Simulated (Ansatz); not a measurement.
# BCl (SMILES [B]Cl): PBE/STO-3G

Aim: the energy change on altering one bond length of BCl at PBE/STO-3G, from 2 runs. 

The results are computed with Ansatz 0.2.0.

40 further runs of the same task are left out: 1 that didn't finish, 39 set aside as unsound or not needed.

## Step 1: The structure to begin with

The species is BCl (2 atoms), meant as a singlet with charge 0. As SMILES, `[B]Cl`. Geometry: relaxed at PBE0-D4/def2-TZVP.

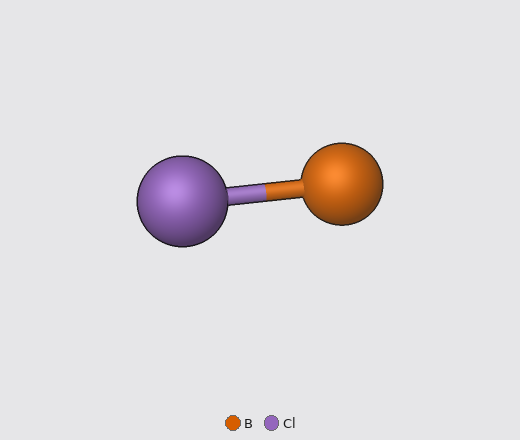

The structure, seen from a chosen angle (boron orange, chlorine purple).

## Step 2: The energy at PBE/STO-3G

molecule.yaml reads:

```yaml
crystal:
  periodic: [false, false, false]
  atoms:
    - symbol: B
      position_ang: [-0.000000, -0.000000, -0.069660]
    - symbol: Cl
      position_ang: [0.000000, 0.000000, 1.648190]
basis:
  gaussian:
    orbitals: STO-3G
hamiltonian:
  xc: {name: PBE}
accuracy: high
```

Run with:

```console
ansatz run molecule.yaml --threads 1 --pin off --max-ram 3480MiB --events-out events.jsonl --progress --plain --runs-dir runs
```

Log:

```text
Warning: RAYON_NUM_THREADS=1 ignored (pool sized by the plan → 1); use --threads N
Functional definition: PBE
  name "PBE"
  parameter kappa = 0.804
  parameter beta = 0.06672455060314922
  exchange = pbe_x(kappa = kappa, mu = beta*pi^2/3)
  correlation = pbe_c(beta = beta)
224 factors; integrals over basis functions are off by at most 2.1e-8 eV
mean field evaluation 1: about -13043.9244 eV, gradient 8.1e0 eV
mean field evaluation 2: about -13043.7316 eV, gradient 1.2e1 eV
mean field evaluation 4: about -13044.2952 eV, gradient 1.9e-1 eV
mean field evaluation 8: about -13044.2875 eV, gradient 4.4e-4 eV
mean field evaluation 16: about -13044.2875 eV, gradient 8.0e-9 eV
mean field -13044.28745140 eV, -479.3687221033 hartree, gradient 8.0e-9 eV, S^2 0.000000; 0 other end points of the search recorded, 0 dependent functions left out
reference -13044.28745278 eV, -479.3687221540 hartree; 11, 11 occupied and 3, 3 virtual orbitals, 224 factors
Total energy: -13044.28745278 eV, -479.3687221540 hartree
```

Run time: 0.36 s. Hardware: 1 thread of Intel Xeon Platinum 8488C (Sapphire Rapids), shared host.

## Step 3: The distorted shape at the same level

input.yaml reads:

```yaml
crystal:
  periodic: [false, false, false]
  atoms:
    - {symbol: B, position_ang: [-0.000000, -0.000000, -0.499110]}
    - {symbol: Cl, position_ang: [0.000000, 0.000000, 1.648190]}
basis:
  gaussian:
    orbitals: STO-3G
accuracy: high
hamiltonian:
  xc: pbe
magnetization:
  spin_polarized: false
```

Run with:

```console
ansatz run input.yaml --threads 1 --pin off --max-ram 3480MiB --events-out events.jsonl --progress --plain --runs-dir runs
```

Log:

```text
Warning: RAYON_NUM_THREADS=1 ignored (pool sized by the plan → 1); use --threads N
Functional definition: PBE
  name "PBE"
  parameter kappa = 0.804
  parameter beta = 0.06672455060314922
  exchange = pbe_x(kappa = kappa, mu = beta*pi^2/3)
  correlation = pbe_c(beta = beta)
221 factors; integrals over basis functions are off by at most 3.2e-8 eV
mean field evaluation 1: about -13042.0175 eV, gradient 1.4e1 eV
mean field evaluation 2: about -12931.7955 eV, gradient 1.7e2 eV
mean field evaluation 4: about -13043.6401 eV, gradient 2.4e0 eV
mean field evaluation 8: about -13043.6559 eV, gradient 1.3e-1 eV
mean field evaluation 16: about -13043.6560 eV, gradient 2.2e-8 eV
mean field -13043.65602495 eV, -479.3455176093 hartree, gradient 4.4e-8 eV, S^2 0.000000; 0 other end points of the search recorded, 0 dependent functions left out
reference -13043.65602639 eV, -479.3455176621 hartree; 11, 11 occupied and 3, 3 virtual orbitals, 221 factors
Total energy: -13043.65602639 eV, -479.3455176621 hartree
```

It took 0.34 s on 1 thread of Intel Xeon Platinum 8488C (Sapphire Rapids), shared host.

## Step 4: Summary of results

Level: PBE/STO-3G.

```
                                                          quantity          value
                                         first shape: total energy  -479.36872 Eh
                                     distorted shape: total energy  -479.34552 Eh
energy change with the B1–Cl2 bond stretched from 1.718 to 2.147 Å       0.631 eV
```

With the B1–Cl2 bond stretched from 1.718 to 2.147 Å the energy rises by 0.63 eV (60.9 kJ/mol). The first shape isn't relaxed at this level, so the change isn't measured from a minimum. The minimal basis adds a large error of its own.
